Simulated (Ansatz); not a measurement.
# (InP)1(CdS)3 [001] superlattice, started as zinc blende: relaxing the cell for a phonon run

Task: relax (InP)1(CdS)3 [001] superlattice, started as zinc blende tightly.

Method: DFT PBE, scalar-relativistic, plane waves, PAW, in Ansatz 0.2.0.

The structure was built from a prototype and need not be the compound's stable phase.

### Step 1. The starting structure

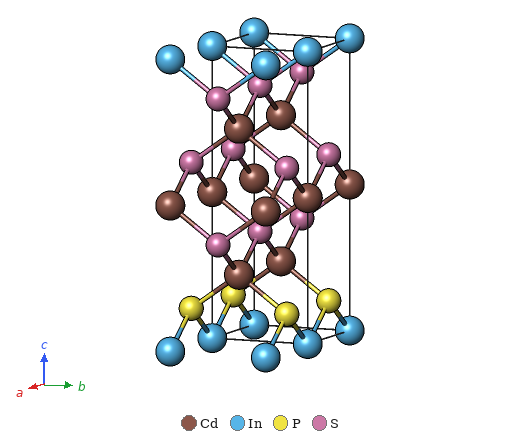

Start, viewed slightly off an axis; cadmium brown, indium blue, phosphorus yellow, sulfur pink. 2×1×1 cells are drawn. Some periodic images of atoms are drawn too.

### Step 2. Probe on a coarse mesh

A quick single point on a coarse mesh tells whether the cell has a gap and how far it is from rest, which sets the k mesh and smearing that follow.

Contents of input.yaml:

```yaml
crystal:
  lattice:
    - [2.91625, 2.91625, 0.0]
    - [-2.91625, 2.91625, 0.0]
    - [0.0, 0.0, 11.665]
  atoms:
    - { symbol: Cd, position: [0.5, 0.5, 0.25] }
    - { symbol: Cd, position: [0.0, 0.0, 0.5] }
    - { symbol: Cd, position: [0.5, 0.5, 0.75] }
    - { symbol: In, position: [0.0, 0.0, 0.0] }
    - { symbol: P, position: [0.5, 1.0, 0.125] }
    - { symbol: S, position: [0.0, 0.5, 0.375] }
    - { symbol: S, position: [0.5, 1.0, 0.625] }
    - { symbol: S, position: [0.0, 0.5, 0.875] }
kpoints:
  mp_grid: { grid: [4, 4, 2] }
hamiltonian:
  xc: pbe
scf:
  occupations: { method: gaussian, width: 0.1 }
output:
  forces: true
  stress: true
  eigenvalues: true
```

On the command line:

```bash
ansatz run input.yaml --threads 4 --pin off --max-ram 14336MiB --backend cpu --events-out ev --progress --plain --runs-dir out
```

Numbers of over 12 decimals in the logs are rounded to 6 here.

The program printed:

```text
Engine: ansatz 0.2.0, aarch64-unknown-linux-gnu
Pseudopotentials: kind: paw
Pseudopotential: Cd, paw, valence charge 20, recommended cutoff 420 eV (normal), Cd.paw.azcp
Pseudopotential: In, paw, valence charge 13, recommended cutoff 420 eV (normal), In.paw.azcp
Pseudopotential: P, paw, valence charge 5, recommended cutoff 420 eV (normal), P.paw.azcp
[...]
k-point 0: bands = [... 44 lower, 6.1996, 6.9296, 7.2091, 7.7170, 7.9099, 9.7367, 10.0956, 10.6639, ... 6 higher]
  k-point 1: bands = [... 44 lower, 6.3113, 6.3822, 7.0852, 7.6596, 8.8960, 9.2491, 9.9708, 10.4881, ... 6 higher]
  k-point 2: bands = [... 44 lower, 6.2438, 6.3580, 6.3970, 7.1042, 9.5158, 9.9684, 10.3601, 10.7700, ... 6 higher]
  k-point 17: bands = [... 44 lower, 4.8275, 4.9502, 5.6073, 5.6084, 10.3775, 10.5341, 10.5895, 10.9458, ... 6 higher]
[key lines of the parts left out:]
SCF converged after 7 iterations
Free energy (F): -33826.954971 eV
Fermi energy:    7.894200 eV
P = ⅓ Tr σ = 3.5203 GPa (35.203 kbar)
```

It took 4.2 s on 4 threads of Arm Neoverse V2, shared host; peak memory 0.58 GiB; 15 s of CPU time.

A gap read on the k-mesh alone can miss the band edges.

Numbers from this step:

| Item | Value |
| --- | --- |
| pressure | 3.520 GPa |
| volume per atom | 24.80 Å³ |
| gap on the k-mesh | 0.08668 eV |
| direct gap on mesh | 0.1929 eV |

The coarse mesh shows a gap of 0.09 eV and a pressure of 3.5 GPa.

### Step 3. Coarse relaxation

A rough relaxation comes first, because large forces or stress need no tight tolerances yet.

input.yaml, as its differences from that of step 2:

```diff
@@ -15,3 +15,3 @@
 kpoints:
-  mp_grid: { grid: [4, 4, 2] }
+  mp_grid: { grid: [6, 6, 2] }
 hamiltonian:
@@ -24 +24,6 @@
   eigenvalues: true
+relax:
+  adjacent_minimum: "off"
+  f_tol: 0.05
+  max_steps: 80
+  cell: { stress_tol: 0.5 }
```

The program printed:

```text
[...]
Crystal: 8 atoms, lattice volume = 198.410 Å³
Basis set: ecut = 420 eV, 3887 PW (Γ), exchange–correlation on 60×60×160 points (8 copies of the dense FFT grid, shifted against one another)
Bands: 58, of which v1, the nominal top of the filled ones, is band 48 counted from 1 (47 counted from 0)
Symmetry: 4 space group operations
[...]
k-points: 32 of 72
[...]
- [2.971335, 2.971335, 0]
    - [-2.997977, 2.997977, 0]
    - [0, 0, 11.801191]
  atoms:
    - { symbol: Cd, position: [0.5, 0.5, 0.246521] }
    - { symbol: Cd, position: [0, 0, 0.497164] }
    - { symbol: Cd, position: [0.5, 0.5, 0.746035] }
    - { symbol: In, position: [0, 0, 0.0081483] }
    - { symbol: P, position: [0.5, 1.0, 0.124453] }
    - { symbol: S, position: [0, 0.5, 0.377026] }
    - { symbol: S, position: [0.5, 1.0, 0.626006] }
    - { symbol: S, position: [0, 0.5, 0.874647] }
[key lines of the parts left out:]
SCF converged after 4 iterations
Free energy (F): -33827.225388 eV
Fermi energy:    6.931186 eV
P = ⅓ Tr σ = -0.0555 GPa (-0.555 kbar)
```

Run time: 34 s. Hardware: 4 threads; peak memory 0.73 GiB; 2.2 min of CPU time.

Relaxation path:

| step | energy less that of the first step (eV) | largest force component (eV/Å) | pressure (GPa) | volume (Å³) |
| --- | --- | --- | --- | --- |
| 1 | 0.0000 | 1.2006 | 3.44 | 198.41 |
| 2 | -0.1929 | 0.3670 | -0.10 | 210.60 |
| 3 | -0.2012 | 0.0455 | -0.05 | 210.25 |
| 4* | -0.2037 | 0.0452 | -0.06 | 210.25 |

Relaxation steps marked * repeat the geometry before them on a plane-wave basis chosen anew for their cell, so energy and pressure can jump there.

Forces are held to the 4 operations that the run works with; a distortion that breaks them can't arise in this run.

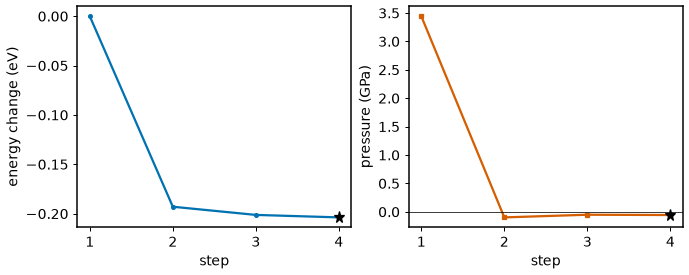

Energy and pressure along the relaxation. Stars mark steps on a basis chosen anew.

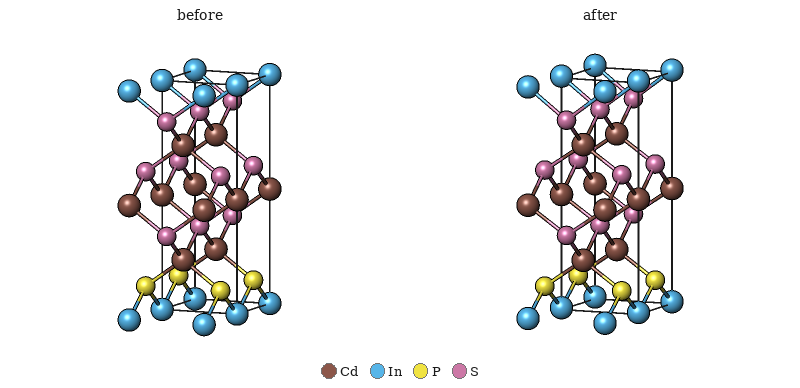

Before and after, at one scale.

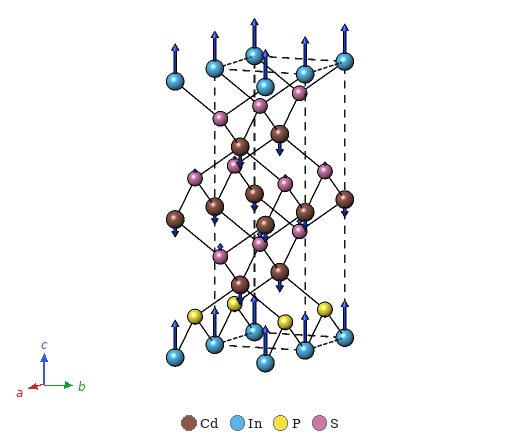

Displacements in the relaxation, exaggerated, measured against the changing cell; the longest in the cell stands for 0.10 Å. 2×1×1 cells are drawn. Some periodic images of atoms are drawn too.

| conventional cell, symmetrised | before | after | change |
| --- | --- | --- | --- |
| a (Å) | 4.124 | 4.202 | +1.9 % |
| b (Å) | 4.124 | 4.240 | +2.8 % |
| c (Å) | 11.665 | 11.801 | +1.2 % |
| volume (Å³/atom) | 24.80 | 26.28 | +6.0 % |

The atoms that moved most (Å, as changes of fractional coordinates times the final cell):

| atom | dx | dy | dz | length |
| --- | --- | --- | --- | --- |
| In4 | 0.000 | 0.000 | 0.096 | 0.096 |
| Cd3 | 0.000 | 0.000 | -0.047 | 0.047 |
| Cd1 | 0.000 | 0.000 | -0.041 | 0.041 |
| Cd2 | 0.000 | 0.000 | -0.033 | 0.033 |
| S6 | 0.000 | 0.000 | 0.024 | 0.024 |
| S7 | 0.000 | 0.000 | 0.012 | 0.012 |
| P5 | 0.000 | 0.000 | -0.006 | 0.006 |

This step gave:

```
pressure           : -0.05553 GPa
volume per atom    : 26.28 Å³
gap on the k-mesh  : 0.2700 eV
direct gap on mesh : 0.3744 eV
```

In this step the volume went from 24.80 to 26.28 Å³/atom.

### Step 4. Bringing the structure to rest

The cell and atoms are relaxed, since residual forces and stress would shift the frequencies.

Contents of input.yaml:

```yaml
crystal:
  lattice:
    - [2.9713353624, 2.9713353624, 0.0]
    - [-2.997976958, 2.997976958, 0.0]
    - [0.0, 0.0, 11.8011906558]
  atoms:
    - { symbol: Cd, position: [0.5, 0.5, 0.2465213844] }
    - { symbol: Cd, position: [0.0, 0.0, 0.4971637905] }
    - { symbol: Cd, position: [0.5, 0.5, 0.7460349591] }
    - { symbol: In, position: [0.0, 0.0, 0.0081482985] }
    - { symbol: P, position: [0.5, 1.0, 0.1244532156] }
    - { symbol: S, position: [0.0, 0.5, 0.3770257023] }
    - { symbol: S, position: [0.5, 1.0, 0.6260056545] }
    - { symbol: S, position: [0.0, 0.5, 0.8746469952] }
kpoints:
  mp_grid: { grid: [8, 8, 4] }
hamiltonian:
  xc: pbe
scf:
  occupations: { method: gaussian, width: 0.01 }
output:
  forces: true
  stress: true
  eigenvalues: true
relax:
  adjacent_minimum: "off"
  f_tol: 0.005
  max_steps: 80
  cell: { stress_tol: 0.05 }
```

The program printed:

```text
[...]
Crystal: 8 atoms, lattice volume = 210.250 Å³
Basis set: ecut = 420 eV, 4047 PW (Γ), exchange–correlation on 60×60×160 points (8 copies of the dense FFT grid, shifted against one another)
Bands: 58, of which v1, the nominal top of the filled ones, is band 48 counted from 1 (47 counted from 0)
Symmetry: 4 space group operations
[...]
k-points: 75 of 256 (time reversal used)
[...]
SCF iter   1: F=—  HF=-33827.233683 eV  |F-HF|=—  |Δ(HF+E_count)|=         —  Δρ=9.88e-4  dr2=7.33e-3  ethr=1.77e-3  ⟨swp⟩=7.7  Hψ=17358  notcnv=0  defer=6
[...]
SCF iter   7: F=-33827.232693 eV  HF=-33827.232693 eV  |F-HF|=1.04e-8  |Δ(HF+E_count)|=   1.44e-7  Δρ=1.98e-6  dr2=1.13e-8  ethr=1.04e-10  ⟨swp⟩=11.5  Hψ=18660  notcnv=0
SCF 1 converged in 7 iterations: F = -33827.232693 eV  dr2 = 1.13e-8
[...]
relax step   1: F+E_penalty+E_count = -33827.23269334 eV  Δ(F+E_penalty+E_count) = +0.000e0 eV  max|allowed force component| = 4.767e-2 eV/Å  Δτ_max = 0.0000 Å  P = -0.056 GPa  Ω = 210.250 Å³  (7 SCF iters, dr2 threshold 1.00e-7 eV, accepted)
Crystal: 8 atoms, lattice volume = 209.978 Å³
Basis set: ecut = 420 eV, 4035 PW (Γ), exchange–correlation on 60×60×160 points (8 copies of the dense FFT grid, shifted against one another)
[...]
SCF iter   5: F=-33827.233273 eV  HF=-33827.233273 eV  |F-HF|=2.21e-8  |Δ(HF+E_count)|=   1.05e-7  Δρ=2.68e-6  dr2=1.74e-8  ethr=1.48e-10  ⟨swp⟩=7.4  Hψ=18713  notcnv=0
SCF 2 converged in 5 iterations: F = -33827.233273 eV  dr2 = 1.74e-8
relax step   2: F+E_penalty+E_count = -33827.23327306 eV  Δ(F+E_penalty+E_count) = -5.797e-4 eV  max|allowed force component| = 1.611e-2 eV/Å  Δτ_max = 0.0051 Å  P = +0.012 GPa  Ω = 209.978 Å³  energy of the carried Pulay correction = +5.902e-5 eV  (5 SCF iters, dr2 threshold 1.42e-7 eV, accepted)
Crystal: 8 atoms, lattice volume = 210.057 Å³
[...]
SCF iter   5: F=-33827.233305 eV  HF=-33827.233305 eV  |F-HF|=7.27e-9  |Δ(HF+E_count)|=   1.98e-8  Δρ=1.73e-6  dr2=8.41e-9  ethr=1.69e-11  ⟨swp⟩=7.1  Hψ=18783  notcnv=0
SCF 3 converged in 5 iterations: F = -33827.233305 eV  dr2 = 8.41e-9
relax step   3: F+E_penalty+E_count = -33827.23330547 eV  Δ(F+E_penalty+E_count) = -3.241e-5 eV  max|allowed force component| = 9.032e-3 eV/Å  Δτ_max = 0.0039 Å  P = -0.005 GPa  Ω = 210.057 Å³  energy of the carried Pulay correction = +4.187e-5 eV  (5 SCF iters, dr2 threshold 1.62e-8 eV, accepted)
[...]
relax step   4: F+E_penalty+E_count = -33827.23332754 eV  Δ(F+E_penalty+E_count) = -2.207e-5 eV  max|allowed force component| = 1.107e-3 eV/Å  Δτ_max = 0.0013 Å  P = -0.002 GPa  Ω = 210.035 Å³  energy of the carried Pulay correction = +4.669e-5 eV  (5 SCF iters, dr2 threshold 5.10e-9 eV, accepted)
[...]
SCF iter   1: F=—  HF=-33827.232959 eV  |F-HF|=—  |Δ(HF+E_count)|=         —  Δρ=2.63e-6  dr2=5.09e-9  ethr=1.40e-7  ⟨swp⟩=4.2  Hψ=30891  notcnv=0
eigensolver tolerance schedule: the retry pair's looser diagonalisation over-reported the residual by 26481.61 of it (diagonalisation noise at an unbounded share of the residual, at the tolerance the schedule requests for it); recorded, not acted on — ethr = c·dr2/N_el stays at c = 1.0e-1
[...]
SCF iter   2: F=—  HF=-33827.233277 eV  |F-HF|=—  |Δ(HF+E_count)|=   3.18e-4  Δρ=1.28e-6  dr2=1.63e-9  ethr=5.30e-12  ⟨swp⟩=4.0  Hψ=10978  notcnv=0
[...]
SCF iter   4: F=-33827.233277 eV  HF=-33827.233277 eV  |F-HF|=4.37e-11  |Δ(HF+E_count)|=  4.80e-10  Δρ=1.22e-7  dr2=6.08e-11  ethr=1.00e-12  ⟨swp⟩=4.1  Hψ=16426  notcnv=0
SCF 5 converged in 4 iterations: F = -33827.233277 eV  dr2 = 6.08e-11
relax step   5: F+E_penalty+E_count = -33827.23327718 eV  Δ(F+E_penalty+E_count) = +5.036e-5 eV  max|allowed force component| = 1.111e-3 eV/Å  Δτ_max = 0.0000 Å  P = -0.001 GPa  Ω = 210.035 Å³  stress off target by 2.61e-3 GPa  SCF on the basis re-selected at this cell (its energy is not comparable with the rows above)  (4 SCF iters)
basis re-selected at this cell: Δ(F+E_penalty+E_count) = +5.036e-5 eV, ΔP = +0.000 GPa vs the last step (what re-selecting the basis moved, of the pressure what is left beyond the Pulay correction that the steps carried, after the strain that the cell walked since its last selection, with what the two solves' SCF thresholds leave and, on support functions, any second-order correction that the steps lacked; it is no m [...]
SCF converged after 4 iterations
Free energy (F): -33827.233277 eV
[...]
Internal energy: -33827.233277 eV  (E = F + TS)
E sigma→0 (E₀):  -33827.233277 eV
Fermi energy:    6.922756 eV
[...]
--- Forces (eV/Å), atoms counted from 1 ---
  atom   1  Cd    -0.00000000     0.00000000    -0.00083496
  atom   2  Cd    -0.00000000     0.00000000     0.00111108
  atom   3  Cd    -0.00000000     0.00000000    -0.00005032
  atom   4  In    -0.00000000     0.00000000     0.00085013
  atom   5  P      0.00000000    -0.00000000    -0.00076911
  atom   6  S      0.00000000    -0.00000000     0.00060986
  atom   7  S      0.00000000    -0.00000000    -0.00089351
  atom   8  S      0.00000000    -0.00000000    -0.00002309
  max |Σ_I F_I| component: 6.29e-8 eV/Å
--- Stress (GPa, compression-positive) ---
       -0.000881      -0.000213      -0.000000
       -0.000213      -0.000881       0.000000
       -0.000000       0.000000      -0.002611
  P = ⅓ Tr σ = -0.0015 GPa (-0.015 kbar)
--- Band table (eV; the first three rows and the last of 75) ---
  k-point 0: bands = [... 44 lower, 5.4261, 6.1820, 6.2456, 6.6825, 7.0638, 9.1114, 9.1390, 9.7586, ... 6 higher]
  k-point 1: bands = [... 44 lower, 5.5384, 5.7424, 6.1771, 6.6506, 7.5160, 8.8740, 9.1366, 9.7433, ... 6 higher]
  k-point 2: bands = [... 44 lower, 5.5717, 5.7132, 6.0747, 6.6163, 8.0829, 8.3999, 9.1561, 9.7473, ... 6 higher]
  k-point 74: bands = [... 44 lower, 4.2591, 4.3356, 4.8521, 4.8820, 9.3768, 9.6677, 10.1912, 10.2788, ... 6 higher]
--- Relaxed structure (4 steps of the walk, 4 accepted, 1 SCFs on fresh bases) ---
[...]
cell:  # Å, volume = 210.0351 Å³
    - [2.971079, 2.971079, -3.0513818601864504e-19]
    - [-2.996935, 2.996935, 3.5136451661631353e-19]
    - [-1.297508438306086e-18, 0, 11.794253]
  atoms:
    - { symbol: Cd, position: [0.5, 0.500000, 0.246024] }
    - { symbol: Cd, position: [-1.472418172819043e-19, 1.4593334926951117e-19, 0.496719] }
    - { symbol: Cd, position: [0.5, 0.500000, 0.745835] }
    - { symbol: In, position: [0, 0, 0.00805045] }
    - { symbol: P, position: [0.500000, 1.0, 0.124827] }
    - { symbol: S, position: [0, 0.5, 0.377147] }
    - { symbol: S, position: [0.500000, 1.0, 0.626299] }
    - { symbol: S, position: [1.7847751157014363e-19, 0.5, 0.875099] }
```

Run time: 84 s. Hardware: 4 threads; peak memory 1 GiB.

Step by step:

| step | energy less that of the first step (eV) | largest force component (eV/Å) | pressure (GPa) | volume (Å³) |
| --- | --- | --- | --- | --- |
| 1 | 0.0000 | 0.0477 | -0.06 | 210.25 |
| 2 | -0.0006 | 0.0161 | 0.01 | 209.98 |
| 3 | -0.0006 | 0.0090 | -0.01 | 210.06 |
| 4 | -0.0006 | 0.0011 | 0.00 | 210.04 |
| 5* | -0.0006 | 0.0011 | 0.00 | 210.04 |

Relaxation steps marked * repeat the geometry before them on a plane-wave basis chosen anew for their cell, so energy and pressure can jump there.

The run keeps the 4 symmetry operations that it works with, so distortions that break them were not tested.

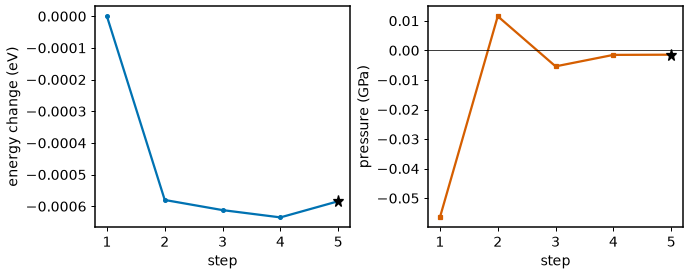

Energy and pressure along the relaxation. Stars mark steps on a basis chosen anew.

```
conventional cell, symmetrised  before   after  change
                         a (Å)   4.202   4.202  -0.0 %
                         b (Å)   4.240   4.238  -0.0 %
                         c (Å)  11.801  11.794  -0.1 %
              volume (Å³/atom)   26.28   26.25  -0.1 %
```

This step gave:

```yaml
pressure: -0.001458 GPa
gap_on_the_k_mesh: 0.2825 eV
volume_per_atom: 26.25 Å³
direct_gap_on_mesh: 0.3813 eV
```

In this step the volume went from 26.28 to 26.25 Å³/atom.

### Step 5. Tight relaxation

Phonons need a cell at rest on their own settings, so the relaxation is repeated with tight tolerances on forces and stress on the k mesh and occupations of the first response run.

Contents of input.yaml:

```yaml
crystal:
  lattice:
    - [2.971079187, 2.971079187, 0.0]
    - [-2.9969350323, 2.9969350323, 0.0]
    - [0.0, 0.0, 11.7942525222]
  atoms:
    - { symbol: Cd, position: [0.5, 0.5, 0.2460242368] }
    - { symbol: Cd, position: [0.0, 0.0, 0.4967185594] }
    - { symbol: Cd, position: [0.5, 0.5, 0.7458353828] }
    - { symbol: In, position: [0.0, 0.0, 0.0080504524] }
    - { symbol: P, position: [0.5, 1.0, 0.1248265802] }
    - { symbol: S, position: [0.0, 0.5, 0.3771474458] }
    - { symbol: S, position: [0.5, 1.0, 0.6262987013] }
    - { symbol: S, position: [0.0, 0.5, 0.8750986414] }
kpoints:
  mp_grid: { grid: [8, 8, 4] }
hamiltonian:
  xc: pbe
scf:
  occupations: { method: fixed }
output:
  forces: true
  stress: true
  eigenvalues: true
  write_density: true
  write_potential: true
  elf: true
  volumetric_format: npy
relax:
  adjacent_minimum: "off"
  f_tol: 0.001
  max_steps: 60
  cell: { stress_tol: 0.01 }
```

The program printed:

```text
[...]
Crystal: 8 atoms, lattice volume = 210.035 Å³
Basis set: ecut = 420 eV, 4043 PW (Γ), exchange–correlation on 60×60×160 points (8 copies of the dense FFT grid, shifted against one another)
Bands: 58, of which v1, the nominal top of the filled ones, is band 48 counted from 1 (47 counted from 0)
Symmetry: 4 space group operations
[...]
- [2.971138, 2.971138, 0]
    - [-2.996910, 2.996910, 0]
    - [0, 0, 11.793790]
  atoms:
    - { symbol: Cd, position: [0.500000, 0.5, 0.246014] }
    - { symbol: Cd, position: [0, 0, 0.496739] }
    - { symbol: Cd, position: [0.500000, 0.5, 0.745833] }
    - { symbol: In, position: [0, 0, 0.00805398] }
    - { symbol: P, position: [0.5, 1.0, 0.124812] }
    - { symbol: S, position: [0, 0.5, 0.377159] }
    - { symbol: S, position: [0.5, 1.0, 0.626293] }
    - { symbol: S, position: [0, 0.5, 0.875096] }
[key lines of the parts left out:]
SCF converged after 6 iterations
Free energy (F): -33827.233278 eV
Fermi energy:    6.781458 eV
P = ⅓ Tr σ = 0.0002 GPa (0.002 kbar)
```

It took 61 s on 4 threads; peak memory 1 GiB.

Little changed from the start: no atom moved by 0.005 Å and no cell edge by 0.1 %.

Numbers from this step:

```
pressure           : 2.10e-4 GPa
gap on the k-mesh  : 0.2829 eV
direct gap on mesh : 0.3817 eV
```

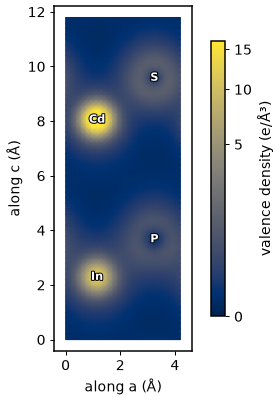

Valence density in the ac plane at fractional y = 0.000, with atoms of Cd and In and P and S within 0.2 Å of it. It is the smooth field of the valence electrons, not physical close to the nuclei. The map starts off the cell's origin, so that atoms lie inside it. The colour scale is stretched toward low values.

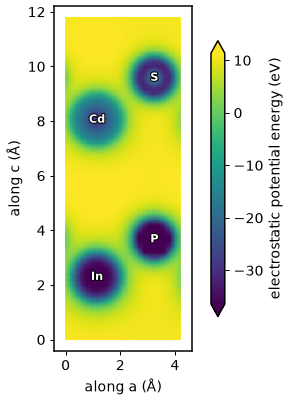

Electrostatic potential energy in the ac plane at fractional y = 0.000, with atoms of Cd and In and P and S within 0.2 Å of it. With pseudopotentials it is smooth inside the atoms' cores, unlike the true potential. The map starts off the cell's origin, so that atoms lie inside it.

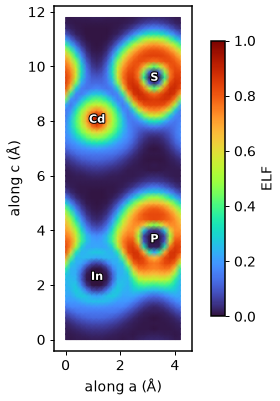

ELF in the ac plane at fractional y = 0.000, with atoms of Cd and In and P and S within 0.2 Å of it. It is the smooth field of the valence electrons, not physical close to the nuclei. The map starts off the cell's origin, so that atoms lie inside it.

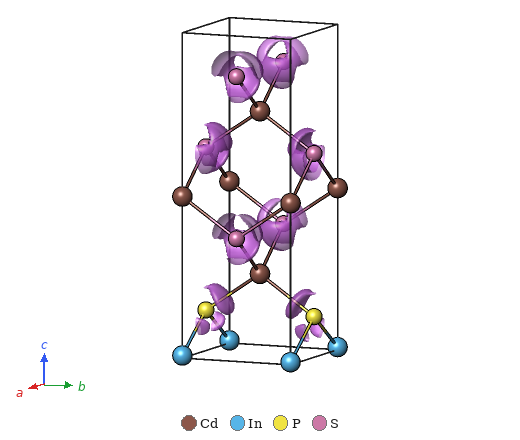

Surface of ELF = 0.84.

The largest force component left is 0.39 meV/Å and the pressure is 0.000 GPa, within the tolerances set. The cell now holds 26.25 Å³/atom.

### Step 6. Summary of results

| Quantity | Value |
| --- | --- |
| space group after relaxation (within 0.01 Å) | Pmm2 |
| lattice constant a | 4.202 Å |
| lattice constant b | 4.238 Å |
| lattice constant c | 11.794 Å |
| volume per atom | 26.3 Å³ |
| gap on the k-mesh | 0.283 eV |

**Reading.** The largest force component left is 0.39 meV/Å and the pressure is 0.000 GPa, within the tolerances set. The cell now holds 26.25 Å³/atom. The relaxation keeps the symmetry of its start, so it says nothing on stability against lower symmetry. The starting cell was built on a prototype and not taken from a measurement, so the phase need not exist.

[Logs are printed without paths, hosts, clocks, repeated set-up lines and the standing remarks that a program may print on its own settings, such as how far it seeks lower states.]

[Hosts, paths, dates, database ids (printed as entryN), source tags and the programs' standing remarks are cut or masked in the printed files.]
